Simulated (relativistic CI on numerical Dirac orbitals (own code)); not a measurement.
# Run report: Cl⁶⁺, relativistic CI calculation

System: Cl⁶⁺.
Method: Dirac-Coulomb-Breit CI, KLI orbitals optimised for each configuration, model QED (radiative potential, 1s self-energy scaled to tabulated hydrogen-like ionisation energies) (relativistic CI on numerical Dirac orbitals, in-house).

## Input
```
atom Cl  Z=17  charge=6  electrons=11
nucleus A=35  rms_radius_fm=3.3654
hamiltonian dirac-coulomb  breit=on  qed=on  c_scale=1
orbitals kli  potential=per-configuration
slater_scale 1
correlation none
mixing on
configurations
  [Ne] 3s
  [Ne] 3p
  [Ne] 3d
  [Ne] 4s
  [Ne] 4p
  [Ne] 4d
  [Ne] 4f
  [Ne] 5s
  [Ne] 5p
  [Ne] 5d
  [Ne] 5f
  [Ne] 5g
  [Ne] 6s
  [Ne] 6p
  [Ne] 6d
end
```

Hardware: 1 CPU thread, shared host.

The program writes its results to a structured record and prints no log; tables and figures of this report are taken from that record.

## The lowest 26 levels

| Configuration | Level | E (cm⁻¹) | LS purity (%) | Landé g | Lifetime (s; – stable or not computed) |
| --- | --- | --- | --- | --- | --- |
| 3s | ²S₁/₂ | 0 | 100 | 2.002 | – |
| 3p | ²P°₁/₂ | 122,900 | 100 | 0.666 | 4.7×10⁻¹⁰ |
| 3p | ²P°₃/₂ | 124,700 | 100 | 1.334 | 4.5×10⁻¹⁰ |
| 3d | ²D₃/₂ | 289,900 | 100 | 0.799 | 1.5×10⁻¹⁰ |
| 3d | ²D₅/₂ | 289,900 | 100 | 1.200 | 1.6×10⁻¹⁰ |
| 4s | ²S₁/₂ | 461,300 | 100 | 2.002 | 5.0×10⁻¹¹ |
| 4p | ²P°₁/₂ | 506,500 | 100 | 0.666 | 1.0×10⁻¹⁰ |
| 4p | ²P°₃/₂ | 507,200 | 100 | 1.334 | 1.0×10⁻¹⁰ |
| 4d | ²D₃/₂ | 566,500 | 100 | 0.799 | 1.3×10⁻¹⁰ |
| 4d | ²D₅/₂ | 566,500 | 100 | 1.200 | 1.3×10⁻¹⁰ |
| 4f | ²F°₅/₂ | 580,200 | 100 | 0.857 | 2.7×10⁻¹¹ |
| 4f | ²F°₇/₂ | 580,200 | 100 | 1.143 | 2.7×10⁻¹¹ |
| 5s | ²S₁/₂ | 644,100 | 100 | 2.002 | 6.8×10⁻¹¹ |
| 5p | ²P°₁/₂ | 665,500 | 100 | 0.666 | 1.2×10⁻¹⁰ |
| 5p | ²P°₃/₂ | 665,900 | 100 | 1.334 | 1.3×10⁻¹⁰ |
| 5d | ²D₃/₂ | 694,000 | 100 | 0.799 | 1.4×10⁻¹⁰ |
| 5d | ²D₅/₂ | 694,000 | 100 | 1.200 | 1.4×10⁻¹⁰ |
| 5f | ²F°₅/₂ | 701,300 | 100 | 0.857 | 5.0×10⁻¹¹ |
| 5f | ²F°₇/₂ | 701,300 | 100 | 1.143 | 5.0×10⁻¹¹ |
| 5g | ²G₇/₂ | 701,600 | 100 | 0.889 | 9.8×10⁻¹¹ |
| 5g | ²G₉/₂ | 701,600 | 100 | 1.111 | 9.8×10⁻¹¹ |
| 6s | ²S₁/₂ | 735,200 | 100 | 2.002 | 1.0×10⁻¹⁰ |
| 6p | ²P°₁/₂ | 747,000 | 100 | 0.666 | 1.7×10⁻¹⁰ |
| 6p | ²P°₃/₂ | 747,200 | 100 | 1.334 | 1.7×10⁻¹⁰ |
| 6d | ²D₃/₂ | 762,800 | 100 | 0.799 | 1.8×10⁻¹⁰ |
| 6d | ²D₅/₂ | 762,900 | 100 | 1.200 | 1.8×10⁻¹⁰ |

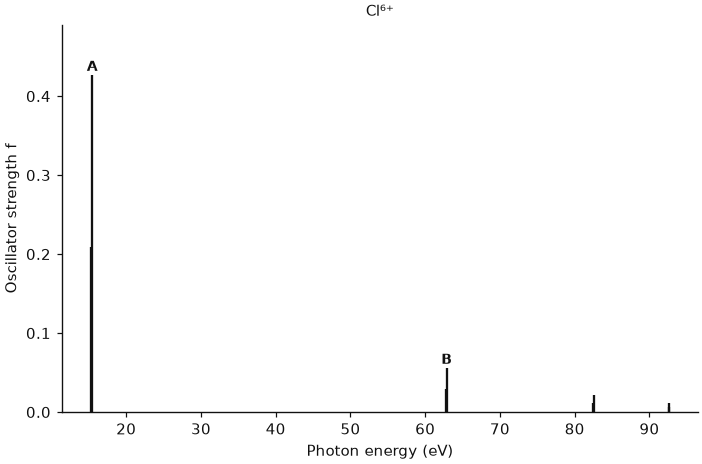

Absorption lines from the lowest level (oscillator strengths f) for Cl⁶⁺. A: 3p ²P°₃/₂ ← 3s ²S₁/₂, 15.46 eV, f = 0.43; B: 4p ²P°₃/₂ ← 3s ²S₁/₂, 62.89 eV, f = 0.055. The strongest, A, lies in the extreme ultraviolet region.

## Summary

- outcome: converged
- lowest level: 3s ²S₁/₂
- first excited level: 3p ²P°₁/₂, 122,867 cm⁻¹
- ionisation energy: 113.650 eV
- levels computed: 26
- SCF iterations: 121

## Notes

To bear in mind: configurations can be misplaced by up to about 7 % of their energy; only a limited list of configurations is included, so lower levels can be missing.
